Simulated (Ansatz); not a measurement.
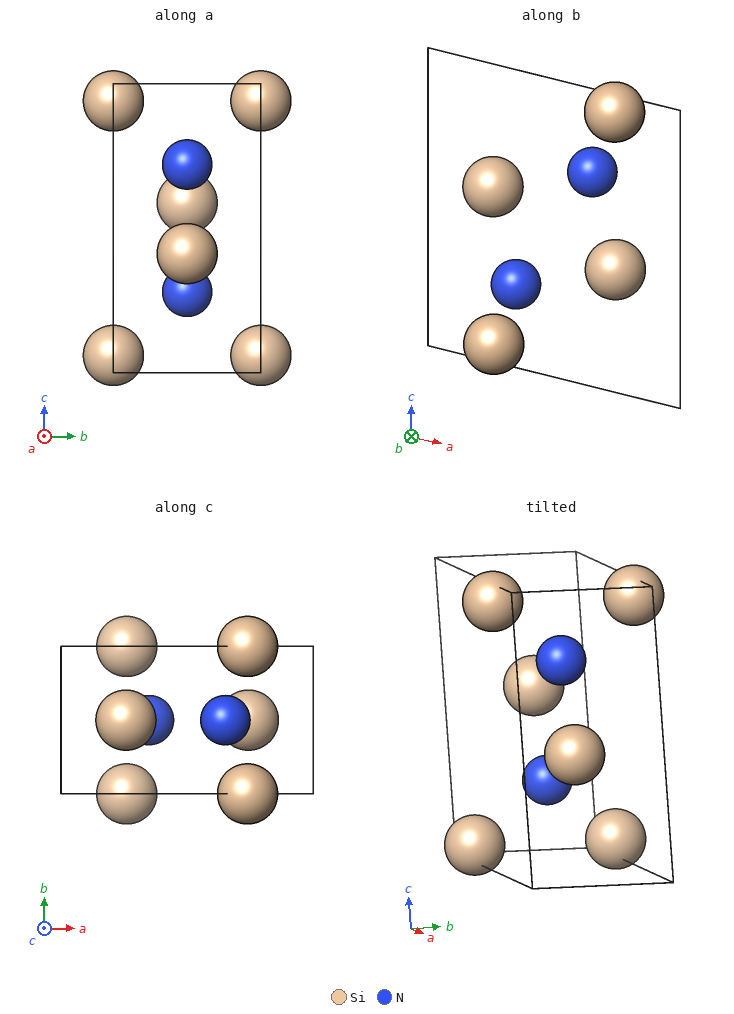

An orthographic spheres-only view of the structure, along the a axis, along the b axis, along the c axis and slightly off an axis. Thin lines show the conventional unit cell, with boundary atoms drawn in all their periodic places.

Lattice parameters: a = 4.900 Å, b = 2.780 Å, c = 5.616 Å, α = 90.00°, β = 103.98°, γ = 90.00°. Put a along x and b in the xy plane.

Reconstruct the structure as a POSCAR file, with free fractional coordinates to two decimals.

Answer.
```
Si N
1.0
     4.900    0.000    0.000
     0.000    2.780    0.000
    -1.357    0.000    5.450
Si N
4 2
Direct
  0.26 0.00 0.06
  0.26 0.50 0.59
  0.74 0.00 0.94
  0.74 0.50 0.41
  0.65 0.50 0.72
  0.35 0.50 0.28
```

The structure was taken from a structure type filled with these elements by a generator (whether the compound takes this form wasn't checked). Earlier steps of the study may have refined or changed the cell and positions. It went into a calculation with Ansatz.
